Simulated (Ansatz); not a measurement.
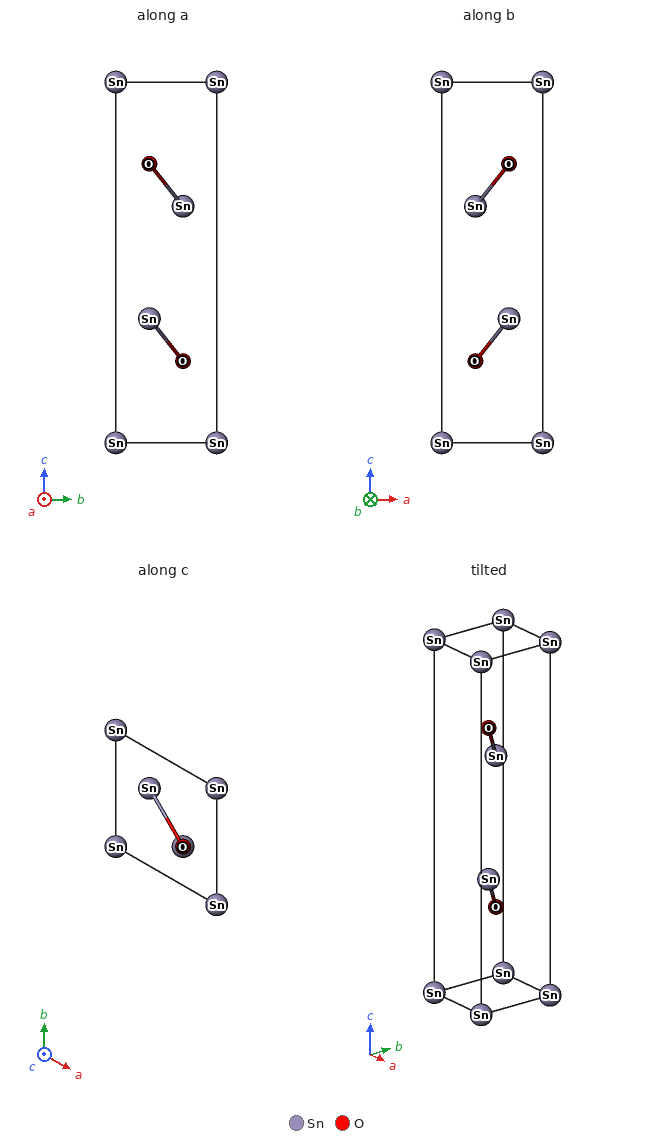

Drawn in the ball-and-stick manner and seen along the a axis, along the b axis, along the c axis and slightly off an axis. Thin lines show the conventional unit cell, with boundary atoms drawn in all their periodic places.

Lattice parameters: a = 3.326 Å, b = 3.326 Å, c = 10.305 Å, α = 90.00°, β = 90.00°, γ = 120.00°.

Q: Write the structure as a table of Wyckoff sites, with free fractional coordinates to two decimals.

A: Space group P-3m1 (No. 164).
| atom | site | x | y | z |
| --- | --- | --- | --- | --- |
| Sn | 1a | 0.00 | 0.00 | 0.00 |
| Sn | 2d | 0.3333 | 0.6667 | 0.66 |
| O | 2d | 0.3333 | 0.6667 | 0.23 |

It derives from a textbook structure type filled with these elements (whether it is the usual form wasn't checked). This is the structure after a relaxation with DFT PBE, scalar-relativistic, plane waves, PAW (Ansatz 0.2.0).
